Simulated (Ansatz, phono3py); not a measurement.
# CeO2 (Fm-3m): thermal conductivity with phono3py, part 4 of 5

Aim: with force constants in hand, see how mesh, solver, isotopes and boundaries change the conductivity of CeO2.

What experiment has found for this phase:
- thermal conductivity 10.8 W/m/K near room temperature (given in “Predicting the lattice thermal conductivity of solids by solving the Boltzmann transport equation: AFLOW - AAPL an automated, accurate and efficient framework”, 2017, arXiv:1611.05481)

Ansatz 0.2.0 and phono3py 4.10.0; DFT PBEsol, scalar-relativistic, plane waves, PAW; PAW set soft_1 (the session's first sound run).

So far, κ at 300 K (W/m/K): step 3 (relaxation-time solution) 12.7; step 12 (boundary mean free path 0.01 micrometre) 5.87; step 13 (boundary mean free path 0.3 micrometre) 11.4; step 14 (q-mesh of the transport sums 15×15×15, solver LBTE) 12.4; step 15 (solver RTA with coherences (SMM19)) 13.2.

### 16. Gaussian smearing, third order supercell 3×3×3, supercell 6×6×6

Level of this step: DFT PBEsol, scalar-relativistic, plane waves, PAW; PAW set soft_1; phono3py on Ansatz's force constants (phono3py).

A Gaussian replaces the tetrahedron method for energy conservation; its width must match the mesh.

The input, phono3py.yaml:

```yaml
phono3py:
  version: "4.10.0"
  frequency_unit_conversion_factor: 15.633302
  symmetry_tolerance: 1.00000e-05

physical_unit:
  atomic_mass: "AMU"
  length: "angstrom"

space_group:
  type: "Fm-3m"
  number: 225
  Hall_symbol: "-F 4 2 3"

primitive_matrix:
- [  1.000000000000000,  0.000000000000000,  0.000000000000000 ]
- [  0.000000000000000,  1.000000000000000,  0.000000000000000 ]
- [  0.000000000000000,  0.000000000000000,  1.000000000000000 ]

supercell_matrix:
- [   3,   0,   0 ]
- [   0,   3,   0 ]
- [   0,   0,   3 ]

# [primitive_cell block left out]
unit_cell:
  lattice:
  - [     0.000000000000000,     2.699286924200000,     2.699286924200000 ] # a
  - [     2.699286924200000,     0.000000000000000,     2.699286924200000 ] # b
  - [     2.699286924200000,     2.699286924200000,     0.000000000000000 ] # c
  points:
  - symbol: Ce # 1
    coordinates: [  0.000000000000000,  0.000000000000000,  0.000000000000000 ]
    mass: 140.116000
    reduced_to: 1
  - symbol: O # 2
    coordinates: [  0.250000000000000,  0.250000000000000,  0.250000000000000 ]
    mass: 15.999000
    reduced_to: 2
  - symbol: O # 3
    coordinates: [  0.750000000000000,  0.750000000000000,  0.750000000000000 ]
    mass: 15.999000
    reduced_to: 3

# [supercell block left out]
phonon_supercell_matrix:
- [   6,   0,   0 ]
- [   0,   6,   0 ]
- [   0,   0,   6 ]

# [phonon_primitive_cell block left out]
# [phonon_supercell block left out]
nac:
  born_effective_charge:
  - # 1 (Ce)
    - [  5.766628302692746,  0.000000000000000,  0.000000000000000 ]
    - [  0.000000000000000,  5.766628302692746,  0.000000000000000 ]
    - [  0.000000000000000,  0.000000000000000,  5.766628302692746 ]
  - # 2 (O)
    - [ -2.883314151346373,  0.000000000000000,  0.000000000000000 ]
    - [  0.000000000000000, -2.883314151346373,  0.000000000000000 ]
    - [  0.000000000000000,  0.000000000000000, -2.883314151346373 ]
  - # 3 (O)
    - [ -2.883314151346373,  0.000000000000000,  0.000000000000000 ]
    - [  0.000000000000000, -2.883314151346373,  0.000000000000000 ]
    - [  0.000000000000000,  0.000000000000000, -2.883314151346373 ]
  dielectric_constant:
    - [  7.840627509700767,  0.000000000000000,  0.000000000000000 ]
    - [  0.000000000000000,  7.840627509700767,  0.000000000000000 ]
    - [  0.000000000000000,  0.000000000000000,  7.840627509700767 ]
  unit_conversion_factor: 14.399645
```

On the command line:

```
$ phono3py phono3py.yaml --mesh 19 19 19 --br --isotope --sigma 0.01 --ts 100 300 600
```

Output:

```text
[banner, memory and clock lines left out]
Rust backend (phonors) using rayon (8 threads).
Running in phono3py.load mode.
Spglib version 2.8.0
----------------------------- General settings -----------------------------
Run mode: conductivity-RTA
HDF5 data compression filter: gzip
Crystal structure was read from "phono3py.yaml".
Supercell (dim): [3 3 3]
Phonon supercell (dim-fc2): [6 6 6]
Primitive matrix:
  [1. 0. 0.]
  [0. 1. 0.]
  [0. 0. 1.]
Spacegroup: Fm-3m (225)
Use -v option to watch primitive cell, unit cell, and supercell structures.
NAC parameters were read from "phono3py.yaml".
fc3 was read from "fc3.hdf5".
fc2 was read from "fc2.hdf5".
----------------------------- Force constants ------------------------------
Max drift of fc3: 0.00000300 (xxx) 0.00000300 (xxx) 0.00000300 (xxx)
Max drift of fc2: -0.00001600 (xx) -0.00001600 (xx)
--------------------------- Calculation settings ---------------------------
Non-analytical term correction (NAC): True
NAC unit conversion factor:  14.39964
BZ integration: Smearing=0.01
Temperature:  100.0  300.0  600.0
Cutoff frequency: 0.01
Mesh sampling: [ 19 19 19 ]
Generating grid system ... [ 19 19 19 ]
fc3-r2q-transformation over three atoms: True
--------------------------- Phonon calculations ----------------------------
  PRB 50, 13035(R) (1994), PRB 55, 10355 (1997)
  G-cutoff distance: 1.22, Number of G-points: 307, Lambda: 0.36
Running harmonic phonon calculations...
-------------------- Lattice thermal conductivity (RTA) --------------------
Running heat capacity calculations...
Running velocity calculations...
Running isotope scattering calculations sigma=0.01...
======================= Grid point 0 (1/220) =======================
q-point: ( 0.00  0.00  0.00)
Boundary mean free path (millimeter): 1000.000
Mass variance parameters: 2.25e-05 3.36e-05 3.36e-05
Number of triplets: 220
Frequency     group velocity (x, y, z)     |gv|
  -0.008   (   0.000    0.000    0.000)    0.000
  -0.008   (   0.000    0.000    0.000)    0.000
  -0.008   (   0.000    0.000    0.000)    0.000
   8.313   (   0.000    0.000    0.000)    0.000
   8.313   (   0.000    0.000    0.000)    0.000
   8.313   (   0.000    0.000    0.000)    0.000
  12.987   (   0.000    0.000    0.000)    0.000
  12.987   (   0.000    0.000    0.000)    0.000
  12.987   (   0.000    0.000    0.000)    0.000
======================= Grid point 1 (2/220) =======================
q-point: ( 0.05  0.00  0.00)
Boundary mean free path (millimeter): 1000.000
Mass variance parameters: 2.25e-05 3.36e-05 3.36e-05
Number of triplets: 670
Frequency     group velocity (x, y, z)     |gv|
   0.629   ( -21.257   21.257   21.257)   36.818
   0.629   ( -21.257   21.257   21.257)   36.818
   1.027   ( -34.821   34.821   34.821)   60.311
   8.336   (  -1.549    1.549    1.549)    2.683
   8.336   (  -1.549    1.549    1.549)    2.683
  12.956   (   2.086   -2.086   -2.086)    3.613
  12.956   (   2.086   -2.086   -2.086)    3.613
[...]
[217 grid points left out]
======================= Grid point 1647 (220/220) =======================
q-point: (-0.26  0.47  0.21)
Boundary mean free path (millimeter): 1000.000
Mass variance parameters: 2.25e-05 3.36e-05 3.36e-05
Number of triplets: 1810
Frequency     group velocity (x, y, z)     |gv|
[...]
5.748   (  -0.554   27.798   -0.000)   27.804
   5.940   (  12.171  -20.580    0.000)   23.910
   6.056   (  -5.989    2.630    0.000)    6.541
   6.429   ( -20.136   -9.102    0.000)   22.098
  10.548   (   1.099   48.241   -0.000)   48.253
  11.021   (  -2.583  -45.179    0.000)   45.252
  13.850   (   2.460    2.547   -0.000)    3.541
  16.652   (   2.590   -1.619   -0.000)    3.054
=================== End of collection of collisions ===================
----------- Thermal conductivity (W/m-k) for sigma=0.01 -----------
#  T(K)        xx         yy         zz         yz         xz         xy
  100.0      49.229     49.229     49.229     -0.000     -0.000      0.000
  300.0      13.171     13.171     13.171     -0.000     -0.000      0.000
  600.0       6.493      6.493      6.493     -0.000     -0.000      0.000

Thermal conductivity related properties and sigma 0.01
were written into "kappa-m191919-s0.01.hdf5".
Summary of calculation was written in "phono3py.yaml".
```

Run time: 70 s. Hardware: 8 threads of Intel Xeon Platinum 8375C at 2.90GHz (Ice Lake), shared host; peak memory 0.17 GiB.

This step gave:

```yaml
kappa_at_300_k: 13.17 W/m/K
kappa_xx_yy_zz_at_300_k: 13.17, 13.17, 13.17 W/m/K
```

W/m/K. Kappa, by row:

| T (K) | xx | yy | zz | yz | xz | xy |
| --- | --- | --- | --- | --- | --- | --- |
| 100 | 49.23 | 49.23 | 49.23 | 0 | 0 | 0 |
| 300 | 13.17 | 13.17 | 13.17 | 0 | 0 | 0 |
| 600 | 6.493 | 6.493 | 6.493 | 0 | 0 | 0 |

With a width of 0.01 THz κ at 300 K is 13.2 W/(m K), +3.4 % from the tetrahedron value.

Between step 3 and this run (delta function Gaussian and sigma 0.01 THz) the value for the κ at 300 K moves from 12.7 W/m/K to 13.2 W/m/K (+3 %).

### 17. Gaussian smearing, third order supercell 3×3×3, supercell 6×6×6 (run 2)

A Gaussian replaces the tetrahedron method for energy conservation; its width must match the mesh.

phono3py.yaml is that of step 16.

On the command line:

```
$ phono3py phono3py.yaml --mesh 19 19 19 --br --isotope --sigma 0.03 --ts 100 300 600
```

Output:

```text
[banner, memory and clock lines left out]
Rust backend (phonors) using rayon (8 threads).
Running in phono3py.load mode.
Spglib version 2.8.0
----------------------------- General settings -----------------------------
Run mode: conductivity-RTA
HDF5 data compression filter: gzip
Crystal structure was read from "phono3py.yaml".
Supercell (dim): [3 3 3]
Phonon supercell (dim-fc2): [6 6 6]
Primitive matrix:
  [1. 0. 0.]
  [0. 1. 0.]
  [0. 0. 1.]
Spacegroup: Fm-3m (225)
Use -v option to watch primitive cell, unit cell, and supercell structures.
[...]
13.850   (   2.460    2.547   -0.000)    3.541
  16.652   (   2.590   -1.619   -0.000)    3.054
=================== End of collection of collisions ===================
----------- Thermal conductivity (W/m-k) for sigma=0.03 -----------
#  T(K)        xx         yy         zz         yz         xz         xy
  100.0      49.194     49.194     49.194     -0.000     -0.000      0.000
  300.0      13.091     13.091     13.091     -0.000     -0.000      0.000
  600.0       6.448      6.448      6.448     -0.000     -0.000      0.000

Thermal conductivity related properties and sigma 0.03
were written into "kappa-m191919-s0.03.hdf5".
Summary of calculation was written in "phono3py.yaml".
```

The job ended after 71 s (8 threads; peak memory 0.17 GiB; 8.6 min of CPU time).

Numbers from this step:

| Property | Result |
| --- | --- |
| κ at 300 K | 13.09 W/m/K |
| κ xx, yy, zz at 300 K | 13.09, 13.09, 13.09 W/m/K |

W/m/K. Kappa, by row:

| T (K) | xx | yy | zz | yz | xz | xy |
| --- | --- | --- | --- | --- | --- | --- |
| 100 | 49.19 | 49.19 | 49.19 | 0 | 0 | 0 |
| 300 | 13.09 | 13.09 | 13.09 | 0 | 0 | 0 |
| 600 | 6.448 | 6.448 | 6.448 | 0 | 0 | 0 |

With a width of 0.03 THz κ at 300 K is 13.1 W/(m K), +2.7 % from the tetrahedron value.

### 18. Two-phonon phase space, third order supercell 3×3×3, supercell 6×6×6

The two-phonon density of states counts the channels open to a mode, without matrix elements.

phono3py.yaml is that of step 17.

On the command line:

```
$ phono3py phono3py.yaml --mesh 23 23 23 --jdos --gp 0 --num-freq-points 80
```

Output:

```text
[banner, memory and clock lines left out]
Rust backend (phonors) using rayon (8 threads).
Running in phono3py.load mode.
Spglib version 2.8.0
----------------------------- General settings -----------------------------
Run mode: jdos
HDF5 data compression filter: gzip
Crystal structure was read from "phono3py.yaml".
Supercell (dim): [3 3 3]
Phonon supercell (dim-fc2): [6 6 6]
Primitive matrix:
  [1. 0. 0.]
  [0. 1. 0.]
  [0. 0. 1.]
Spacegroup: Fm-3m (225)
Use -v option to watch primitive cell, unit cell, and supercell structures.
NAC parameters were read from "phono3py.yaml".
fc3 was read from "fc3.hdf5".
fc2 was read from "fc2.hdf5".
----------------------------- Force constants ------------------------------
Max drift of fc3: 0.00000300 (xxx) 0.00000300 (xxx) 0.00000300 (xxx)
Max drift of fc2: -0.00001600 (xx) -0.00001600 (xx)
--------------------------- Calculation settings ---------------------------
Non-analytical term correction (NAC): True
NAC unit conversion factor:  14.39964
BZ integration: Tetrahedron-method
Cutoff frequency: 0.01
Number of frequency sampling points: 80
Mesh sampling: [ 23 23 23 ]
Generating grid system ... [ 23 23 23 ]
  PRB 50, 13035(R) (1994), PRB 55, 10355 (1997)
  G-cutoff distance: 1.22, Number of G-points: 307, Lambda: 0.36
--------------------------------- Joint DOS ---------------------------------
Running harmonic phonon calculations...
======================= Grid point 0 (1/1) =======================
q-point: ( 0.00  0.00  0.00)
Number of triplets: 364
Frequency
  -0.008
  -0.008
  -0.008
   8.313
   8.313
   8.313
  12.987
  12.987
  12.987
Tetrahedron method is used.
Calculations at 80 frequency points are divided into 8 batches.
1/8: [ 1  2  3  4  5  6  7  8  9 10]
2/8: [11 12 13 14 15 16 17 18 19 20]
3/8: [21 22 23 24 25 26 27 28 29 30]
4/8: [31 32 33 34 35 36 37 38 39 40]
5/8: [41 42 43 44 45 46 47 48 49 50]
6/8: [51 52 53 54 55 56 57 58 59 60]
7/8: [61 62 63 64 65 66 67 68 69 70]
8/8: [71 72 73 74 75 76 77 78 79 80]
JDOS is written into "jdos-m232323-g0.dat".
```

Run time: 4.8 s. Hardware: 8 threads; peak memory 0.2 GiB.

The joint density of states at Gamma has structure finer than the step of the table below, so its rows give means over 2 THz, whole bins alone (the curve runs from 0 to 34.4 THz). Peaks (THz: height): absorption class 3.0: 9.29, 9.6: 5.13, 12.6: 3.47; decay class 17.0: 5.60, 20.9: 6.07, 24.0: 3.42.

Joint density of states at Gamma against frequency; means over each step:

| frequency (THz) | absorption class (1/THz) | decay class (1/THz) |
| --- | --- | --- |
| 2 | 7.47 | 0.0409 |
| 4 | 7.84 | 0.179 |
| 6 | 6.68 | 0.612 |
| 8 | 4.47 | 1.42 |
| 10 | 3.35 | 2.81 |
| 12 | 1.90 | 3.85 |
| 14 | 0.527 | 4.46 |
| 16 | 0.00841 | 5.17 |
| 18 | 0 | 4.34 |
| 20 | 0 | 5.06 |
| 22 | 0 | 4.05 |
| 24 | 0 | 3.11 |
| 26 | 0 | 2.51 |
| 28 | 0 | 1.20 |
| 30 | 0 | 0.943 |
| 32 | 0 | 0.326 |

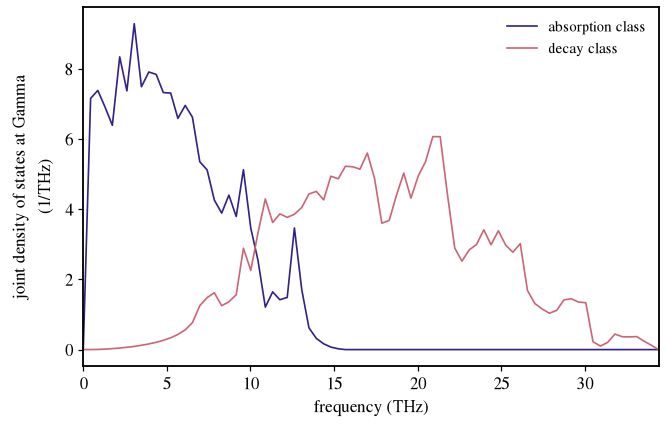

Joint density of states at Gamma against frequency.

### 19. Without the dipole term, third order supercell 3×3×3, supercell 6×6×6

Dropping the dipole term tests how much its part of the interpolation matters for κ.

phono3py.yaml is that of step 18.

On the command line:

```
$ phono3py phono3py.yaml --mesh 19 19 19 --br --isotope --nonac --ts 100 300 600
```

Output:

```text
Rust backend (phonors) using rayon (8 threads).
Running in phono3py.load mode.
Spglib version 2.8.0
----------------------------- General settings -----------------------------
Run mode: conductivity-RTA
HDF5 data compression filter: gzip
Crystal structure was read from "phono3py.yaml".
Supercell (dim): [3 3 3]
Phonon supercell (dim-fc2): [6 6 6]
Primitive matrix:
  [1. 0. 0.]
  [0. 1. 0.]
  [0. 0. 1.]
Spacegroup: Fm-3m (225)
Use -v option to watch primitive cell, unit cell, and supercell structures.
fc3 was read from "fc3.hdf5".
fc2 was read from "fc2.hdf5".
----------------------------- Force constants ------------------------------
Max drift of fc3: 0.00000300 (xxx) 0.00000300 (xxx) 0.00000300 (xxx)
Max drift of fc2: -0.00001600 (xx) -0.00001600 (xx)
--------------------------- Calculation settings ---------------------------
BZ integration: Tetrahedron-method
Temperature:  100.0  300.0  600.0
Cutoff frequency: 0.01
Mesh sampling: [ 19 19 19 ]
Generating grid system ... [ 19 19 19 ]
fc3-r2q-transformation over three atoms: True
--------------------------- Phonon calculations ----------------------------
Running harmonic phonon calculations...
-------------------- Lattice thermal conductivity (RTA) --------------------
Running heat capacity calculations...
Running velocity calculations...
Running isotope scattering calculations with tetrahedron method...
======================= Grid point 0 (1/220) =======================
q-point: ( 0.00  0.00  0.00)
Boundary mean free path (millimeter): 1000.000
Mass variance parameters: 2.25e-05 3.36e-05 3.36e-05
Number of triplets: 220
Frequency     group velocity (x, y, z)     |gv|
  -0.008   (   0.000    0.000    0.000)    0.000
  -0.008   (   0.000    0.000    0.000)    0.000
  -0.008   (   0.000    0.000    0.000)    0.000
   8.313   (   0.000    0.000    0.000)    0.000
   8.313   (   0.000    0.000    0.000)    0.000
   8.313   (   0.000    0.000    0.000)    0.000
  12.987   (   0.000    0.000    0.000)    0.000
  12.987   (   0.000    0.000    0.000)    0.000
  12.987   (   0.000    0.000    0.000)    0.000
======================= Grid point 1 (2/220) =======================
q-point: ( 0.05  0.00  0.00)
Boundary mean free path (millimeter): 1000.000
Mass variance parameters: 2.25e-05 3.36e-05 3.36e-05
Number of triplets: 670
Frequency     group velocity (x, y, z)     |gv|
   0.635   ( -21.359   21.359   21.359)   36.995
   0.635   ( -21.359   21.359   21.359)   36.995
   1.022   ( -34.632   34.632   34.632)   59.984
   8.360   (  -2.878    2.878    2.878)    4.985
   8.360   (  -2.878    2.878    2.878)    4.985
   9.988   ( -97.992   97.992   97.992)  169.728
  12.958   (   2.023   -2.023   -2.023)    3.503
[...]
[217 grid points left out]
======================= Grid point 1647 (220/220) =======================
q-point: (-0.26  0.47  0.21)
Boundary mean free path (millimeter): 1000.000
Mass variance parameters: 2.25e-05 3.36e-05 3.36e-05
Number of triplets: 1810
Frequency     group velocity (x, y, z)     |gv|
[...]
5.735   (  -0.736   28.411   -0.000)   28.420
   5.938   (  12.096  -22.678    0.000)   25.703
   6.078   (  -5.154    4.369   -0.000)    6.756
   6.450   ( -19.696   -8.514    0.000)   21.457
  10.574   (   0.929   48.774   -0.000)   48.783
  11.043   (  -1.536  -44.891    0.000)   44.918
  13.806   (   2.128    2.305   -0.000)    3.138
  16.616   (   2.391   -2.064    0.000)    3.159
=================== End of collection of collisions ===================
----------- Thermal conductivity (W/m-k) with tetrahedron method -----------
#  T(K)        xx         yy         zz         yz         xz         xy
  100.0      47.971     47.971     47.971     -0.000     -0.000      0.000
  300.0      12.989     12.989     12.989     -0.000     -0.000      0.000
  600.0       6.438      6.438      6.438     -0.000     -0.000      0.000

Thermal conductivity related properties were written into
"kappa-m191919.hdf5".
Summary of calculation was written in "phono3py.yaml".
```

Elapsed: 76 s, on 8 threads; peak memory 0.18 GiB.

This step gave:

| Item | Value |
| --- | --- |
| κ at 300 K | 12.99 W/m/K |
| κ xx, yy, zz at 300 K | 12.99, 12.99, 12.99 W/m/K |

W/m/K. Kappa, by row:

| T (K) | xx | yy | zz | yz | xz | xy |
| --- | --- | --- | --- | --- | --- | --- |
| 100 | 47.97 | 47.97 | 47.97 | 0 | 0 | 0 |
| 300 | 12.99 | 12.99 | 12.99 | 0 | 0 | 0 |
| 600 | 6.438 | 6.438 | 6.438 | 0 | 0 | 0 |

κ at 300 K goes from 12.7 to 13.0 W/(m K). Only the interpolation between the solved wavevectors changes, and the fewer these are, the more it matters.

(Continued in part 5 of 5.)

[Logs are printed without paths, hosts, clocks, repeated set-up lines and the standing remarks that a program may print on its own settings, such as how far it seeks lower states.]

[Hosts, paths, dates, database ids (printed as entryN), source tags and the programs' standing remarks are cut or masked in the printed files.]

[A step with changed settings may run another functional than the one named; its input shows which.]
